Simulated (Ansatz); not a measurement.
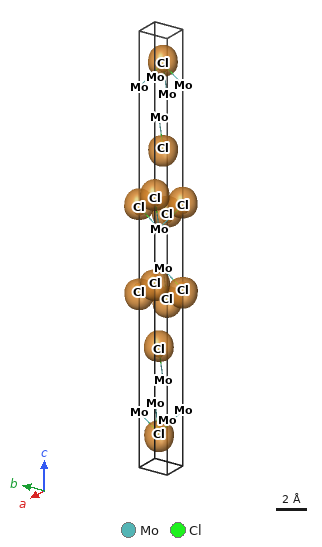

MoCl. Isosurface of the electron localisation function at 0.75 (orange), seen at an oblique angle. Only the valence region is drawn (cores and ρ < 0.01 e/Å³ removed). Sticks mark near contacts.

Space group R-3m; a generated structure, not necessarily the stable one; computed without spin polarisation.

Computed with Ansatz 0.2.0, DFT PBE, scalar-relativistic, plane waves, PAW.

Core electrons are frozen (PAW), and the valence fields are smoothed inside the atomic spheres.

> Where are the electrons localised?

At this value the surface marks out six regions wrapped around Cl (the valence shell of each), counted in one cell of 12 atoms. Any copies at cell faces, edges or corners count once.

Values along the shortest contacts:
Mo–Cl (2.46 Å): the ELF peaks at about 0.85 in the valence shell of Cl, 0.7 Å from its nucleus, and is about 0.25 at the midpoint.
